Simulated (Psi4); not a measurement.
Intermolecular potential of F4Si ··· Cl- (SMILES F[Si](F)(F)F and [Cl-]) (charge -1). Monomers: optimised at B3LYP-D3(BJ) (def2-TZVP), held rigid. Orientation: lowest of the rigid-body minima from ten starts at GFN2-xTB. The monomers approach along the line of their centres of mass (distance R); nothing else relaxes.

Calculation: Psi4 with SAPT0/jun-cc-pVDZ, frozen core.

Components in kJ/mol:

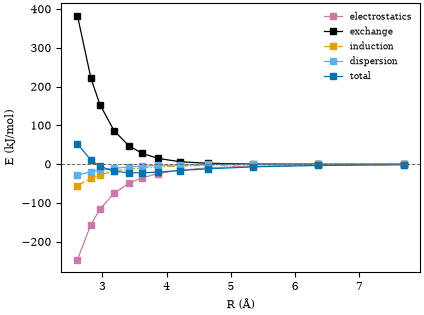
Components of the interaction energy.

| R / Å | electrostatics | exchange | induction | dispersion | total |
|---|---|---|---|---|---|
| 2.61 | -246.27 | 383.05 | -55.70 | -28.45 | 52.63 |
| 2.82 | -156.03 | 221.57 | -35.77 | -19.72 | 10.05 |
| 2.96 | -116.41 | 153.47 | -27.19 | -15.56 | -5.69 |
| 3.18 | -75.35 | 86.19 | -18.37 | -10.83 | -18.36 |
| 3.41 | -49.66 | 47.33 | -12.82 | -7.48 | -22.63 |
| 3.62 | -35.16 | 27.50 | -9.60 | -5.35 | -22.60 |
| 3.87 | -24.30 | 14.47 | -7.06 | -3.59 | -20.47 |
| 4.21 | -15.69 | 6.06 | -4.87 | -2.08 | -16.58 |
| 4.64 | -9.85 | 2.03 | -3.22 | -1.06 | -12.11 |
| 5.35 | -5.31 | 0.34 | -1.80 | -0.38 | -7.14 |
| 6.36 | -2.65 | 0.03 | -0.90 | -0.11 | -3.63 |
| 7.69 | -1.26 | 0.00 | -0.43 | -0.03 | -1.71 |
